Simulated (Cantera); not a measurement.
Feed: 1 mol SiH₂Cl₂, 1.4 mol NO, at 0.0150 bar.

These are equilibrium values from Cantera (NASA tables, ideal gas, pure condensed phases), not measurements of a reactor. Candidate condensed phases: H₂O, NH₄Cl, Si, SiO₂, Si₂N₂O, Si₃N₄; 47 gas species. Mutual solubility and eutectic melting of coexisting phases are not modelled. The tables' values for SiCl₃, SiO₂ are old estimates; treat these amounts as uncertain. The tables hold silica as quartz up to 1696 K and as liquid above; real silica turns to tridymite and cristobalite and melts near 1996 K. Rates play no part.

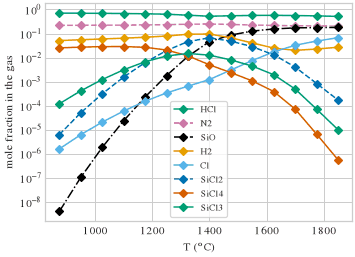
*Equilibrium gas composition (values under 1e-9 drawn at 1e-9)*

### Question
Read off the mole fractions at 1550 °C.

### Answer
HCl about 0.56, N₂ about 0.23, SiO about 0.13, H₂ about 0.041, SiCl₂ about 0.028, Cl about 0.0076, SiCl₃ about 0.0044, SiCl₄ about 0.0011.
